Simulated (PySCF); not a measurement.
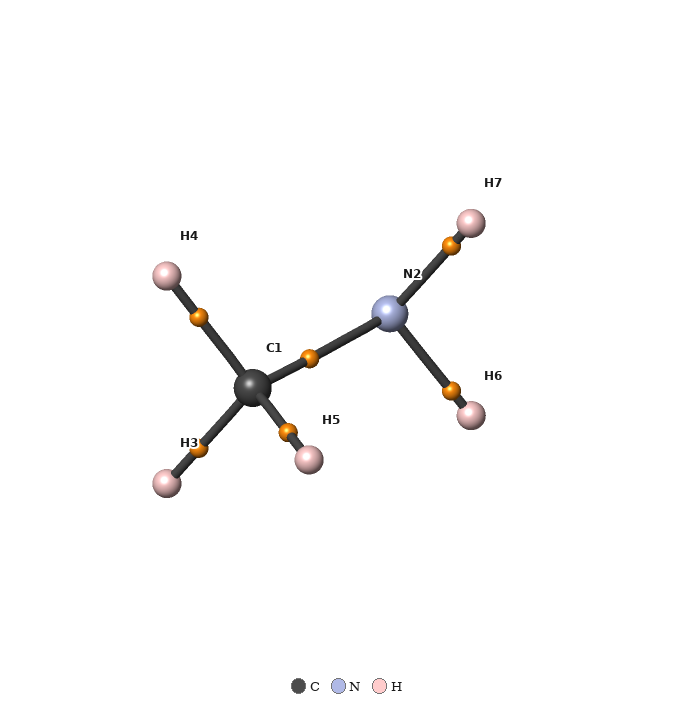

Figure. CH5N, SMILES `CN`. Molecular graph of the electron density (QTAIM): bond paths, bond critical points (orange), ring points (yellow, if any); weak paths are dashed.

Method: ωB97X/cc-pVDZ; geometry: GFN2-xTB; program: PySCF. No frequency check shows the geometry to be a minimum.

Cartesian coordinates (Å):

```
C1       0.7030    0.0000   -0.0159
N2      -0.7431   -0.0001    0.1206
H3       1.0986   -0.8841    0.4833
H4       1.0989    0.8832    0.4840
H5       1.0620    0.0005   -1.0554
H6      -1.1379   -0.8184   -0.3310
H7      -1.1376    0.8190   -0.3303
```

Question: How many critical points of each kind are there, and does the count close?

Answer: 7 nuclei, 6 bond, 0 ring and 0 cage critical points: 7 − 6 + 0 − 0 = 1, as the Poincaré–Hopf relation requires.

Question: What does the calculation give at each kind of bond critical point?

Answer:
| bond | length (Å) | ρ (a.u.) | ∇²ρ (a.u.) | ε | H (a.u.) |
| --- | --- | --- | --- | --- | --- |
| N2–H6 (2 alike) | 1.015 | 0.333 | −1.49 | 0.05 | −0.427 |
| C1–H4 (2 alike) | 1.089 | 0.279 | −1.02 | 0.03 | −0.298 |
| C1–H5 | 1.100 | 0.272 | −0.95 | 0.03 | −0.283 |
| C1–N2 | 1.453 | 0.270 | −0.71 | 0.03 | −0.293 |

Question: What kind of interaction is C1–H4?

Answer: Shared-shell (covalent): ρ = 0.279, ∇²ρ = −1.02, H = −0.298 a.u.

The PySCF run took 3.1 s on 1 thread of Intel(R) Xeon(R) 6975P-C (Granite Rapids) (shared host), peak memory 0.26 GiB.
